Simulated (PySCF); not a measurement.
**NMR shielding calculation, with input and output: C$_{5}$H$_{9}$AlFN**

- system: C$_{5}$H$_{9}$AlFN
- method: GIAO PBE0/pcSseg-1 NMR shielding, non-relativistic, gas phase (PySCF 2.14.0)

The geometry comes from this level: GFN2-xTB. It belongs to a series of runs on one base structure; here: constitutional isomer. Figures and captions count atoms from 1; the log counts them from 0 in places.

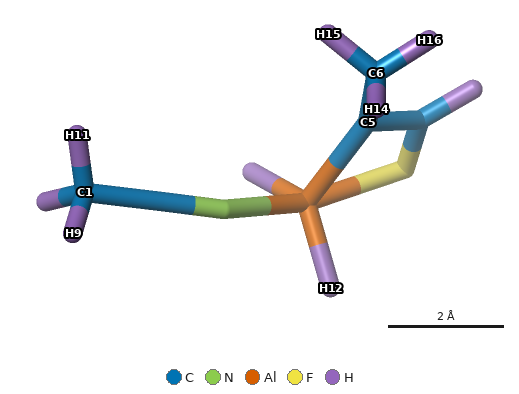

**Figure 1.** The structure as given in the input (stick view, seen at a tilt; atoms are numbered from 1 in the order of the input). Sticks mark near contacts.

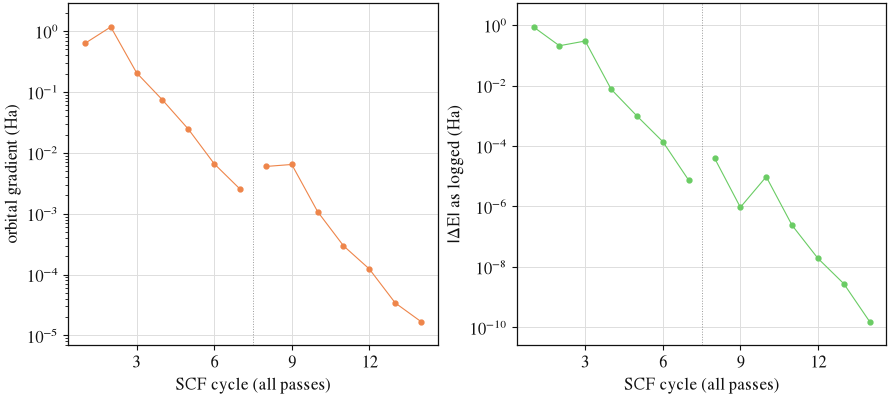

**Figure 2.** Convergence of the self-consistent field: orbital gradient and size of the energy change against the SCF cycle. The dotted line marks the change from a coarse to the final integration grid. The first 7 cycles use a coarse grid, the final grid takes over at cycle 8, and the field converges after 14 cycles in all.

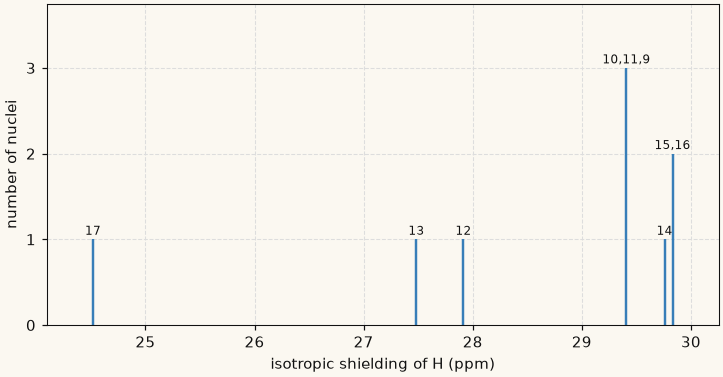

**Figure 3.** Isotropic shieldings of the hydrogen nuclei in this fixed geometry, labelled by atom number; shielding grows to the right, so chemical shift grows to the left. The least shielded is H17 (24.5 ppm), the most shielded H16 (29.9 ppm).

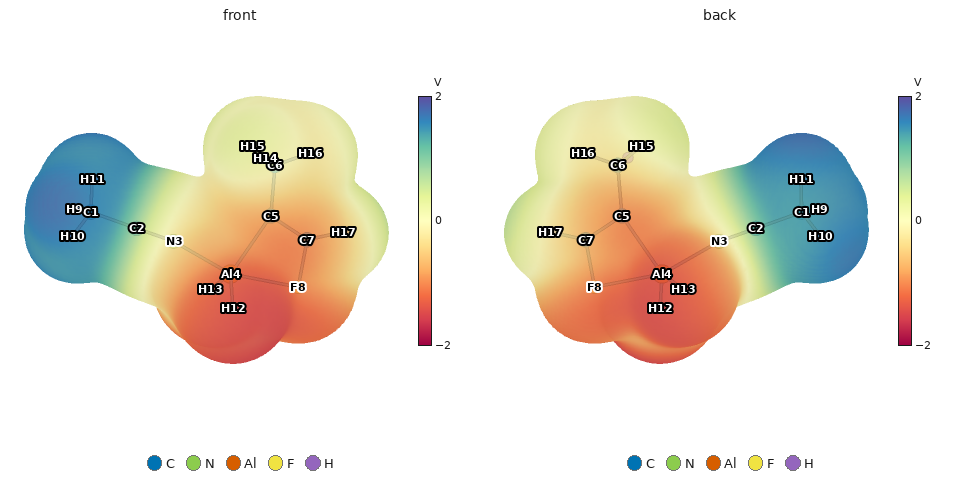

**Figure 4.** The molecular electrostatic potential painted on the density surface at 0.001 e/bohr³, seen face on and from behind; the colour scale runs from red (negative) to blue (positive).

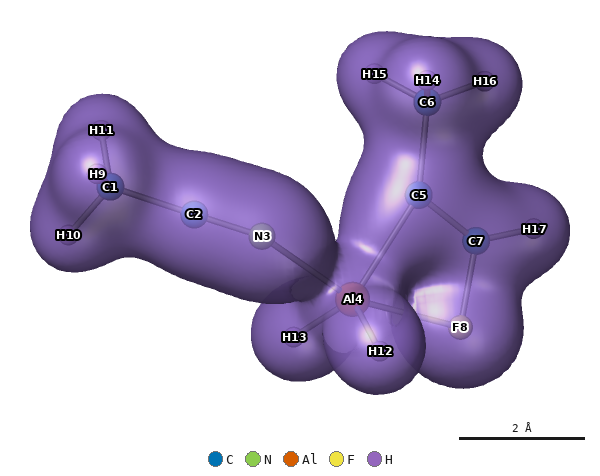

**Figure 5.** Isosurface of the electron density at 0.2 e/Å³ (purple), seen at a tilt. At this value the surface is in one piece. On the grid the lowest density along these lines, outside the cores, is 3.3 e/Å³ (C–N, 1.15 Å), 2.3 e/Å³ (C–C, 1.32 Å), 1.4 e/Å³ (C–F, 1.41 Å) and 0.33 e/Å³ (Al–N, 1.99 Å).

The input and output of the run follow.

**The input**
```
{"job": {"kind": "nmr", "xc": "PBE0", "basis": "pcSseg-1"}, "charge": 0, "multiplicity": 1}
C      3.563491     0.100098     0.317644
C      2.243801     0.258348    -0.197476
N      1.183613     0.405617    -0.606901
Al    -0.473666    -0.256824    -1.495547
C     -1.658658     0.003661     0.157003
C     -1.796001     0.449608     1.581935
C     -2.714193    -0.457865    -0.492543
F     -2.448248    -0.842851    -1.824663
H      4.089117     1.054129     0.286156
H      4.100455    -0.629907    -0.287764
H      3.513540    -0.253486     1.347234
H     -0.498659     0.801434    -2.636358
H      0.093085    -1.700134    -1.737955
H     -1.475546     1.486348     1.673465
H     -1.148546    -0.151586     2.219201
H     -2.822600     0.362954     1.942256
H     -3.757983    -0.617514    -0.255597
```

The first line tells a small driver script what to run in PySCF; the rest is the geometry in Å.

Launch command:
```bash
OMP_NUM_THREADS=1 python <driver script> task.json out
```

**The program's output**
```
coarse grid: 14784 points
cycle   1  E = -592.2100515312  dE =  8.688e-01  |g| = 6.283e-01  |ddm| = 3.642e+00
cycle   2  E = -592.0028430621  dE =  2.072e-01  |g| = 1.172e+00  |ddm| = 1.248e+00
cycle   3  E = -592.3000390762  dE = -2.972e-01  |g| = 2.062e-01  |ddm| = 8.491e-01
cycle   4  E = -592.3076336901  dE = -7.595e-03  |g| = 7.390e-02  |ddm| = 1.564e-01
cycle   5  E = -592.3086174802  dE = -9.838e-04  |g| = 2.452e-02  |ddm| = 5.609e-02
cycle   6  E = -592.3087568401  dE = -1.394e-04  |g| = 6.619e-03  |ddm| = 2.317e-02
cycle   7  E = -592.3087642604  dE = -7.420e-06  |g| = 2.537e-03  |ddm| = 5.873e-03
final grid: 138880 points
cycle   8  E = -592.3627299111  dE = -3.990e-05  |g| = 5.975e-03  |ddm| = 2.674e-02
cycle   9  E = -592.3627289733  dE =  9.378e-07  |g| = 6.443e-03  |ddm| = 8.982e-03
cycle  10  E = -592.3627386115  dE = -9.638e-06  |g| = 1.081e-03  |ddm| = 4.659e-03
cycle  11  E = -592.3627388497  dE = -2.382e-07  |g| = 2.971e-04  |ddm| = 1.013e-03
cycle  12  E = -592.3627388689  dE = -1.922e-08  |g| = 1.235e-04  |ddm| = 2.966e-04
cycle  13  E = -592.3627388717  dE = -2.795e-09  |g| = 3.424e-05  |ddm| = 9.495e-05
cycle  14  E = -592.3627388718  dE = -1.555e-10  |g| = 1.686e-05  |ddm| = 2.548e-05
converged SCF energy = -592.3627388718

GIAO shielding tensors (ppm)
atom      isotropic    diamagn.    paramagn.     s11        s22        s33       span
  0 C      186.081     250.113     -64.032    177.948    178.637    201.658     23.710
  1 C       57.840     270.781    -212.941    -49.603    -41.511    264.633    314.236
  2 N       14.723     336.451    -321.728   -145.590   -133.819    323.578    469.169
  3 Al     476.883     795.157    -318.273    415.554    486.884    528.212    112.658
  4 C       40.729     255.927    -215.198    -99.445     54.054    167.579    267.023
  5 C      171.272     246.904     -75.632    160.736    168.574    184.506     23.770
  6 C       28.117     253.037    -224.920    -82.607     44.197    122.760    205.367
  7 F      289.770     480.223    -190.454    242.123    261.762    365.424    123.301
  8 H       29.445      25.583       3.862     24.693     27.045     36.596     11.903
  9 H       29.370      26.180       3.190     24.542     27.292     36.275     11.733
 10 H       29.413      29.028       0.384     24.397     27.657     36.184     11.787
 11 H       27.915      29.937      -2.022     24.088     27.275     32.383      8.296
 12 H       27.484      30.851      -3.367     23.676     27.440     31.336      7.660
 13 H       29.759      30.461      -0.702     25.723     28.060     35.494      9.771
 14 H       29.812      31.371      -1.560     25.760     28.264     35.411      9.651
 15 H       29.852      28.454       1.398     25.849     28.356     35.351      9.502
 16 H       24.520      30.462      -5.942     22.283     22.906     28.371      6.087
```

**Summary**

```tsv
quantity	value
outcome	converged
total energy	−592.362739 hartree
HOMO	−6.64 eV
LUMO	−0.63 eV
dipole moment	7.49 D
isotropic shielding, C	28.1 to 186.1 ppm
isotropic shielding, N	14.7 ppm
isotropic shielding, Al	476.9 ppm
isotropic shielding, F	289.8 ppm
isotropic shielding, H	24.5 to 29.9 ppm
hardware	1 CPU thread, shared host
wall time	29 s
peak memory	0.84 GiB
```
